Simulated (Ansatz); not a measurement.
Start from CdS in the zinc blende structure (space group F-43m, No. 216; a = 5.9266 Å).

One thing is altered: every lattice vector is shortened by 0.73 %; the atoms relax in the strained cell.

Calculations: PBE (Ansatz, a first-principles code, PAW, no spin-orbit coupling).

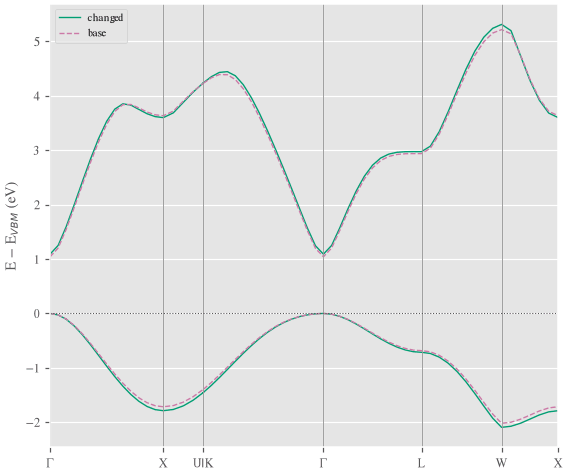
*Highest valence and lowest conduction band along the path, each from its own valence-band maximum*

Read the changed gap and its character from the plot.

About 1.1 eV, direct at Γ.

Gaps are Kohn–Sham eigenvalue differences; semilocal functionals usually give less than the measured gap. Stability against distortions was not tested.
